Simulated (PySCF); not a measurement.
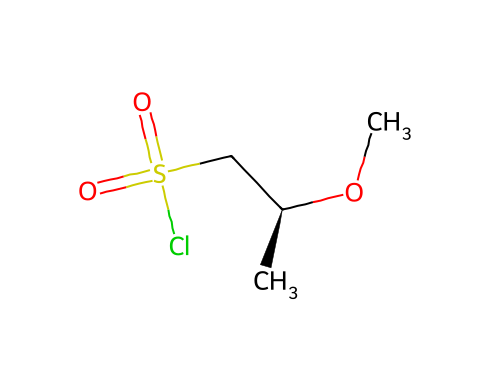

The geometry was computed by an optimisation with GFN2-xTB. No frequency run is at hand to confirm it as a minimum. Method: PBE0/pcSseg-1, gas phase (PySCF 2.14.0).

What does the calculation give?

The species is C₄H₉ClO₃S (`CO[C@@H](C)CS(=O)(=O)Cl`).
- dipole moment: 5.29 D
- HOMO energy (Kohn–Sham orbital): −8.19 eV
- LUMO energy (Kohn–Sham orbital): −0.75 eV
- HOMO–LUMO gap: 7.43 eV
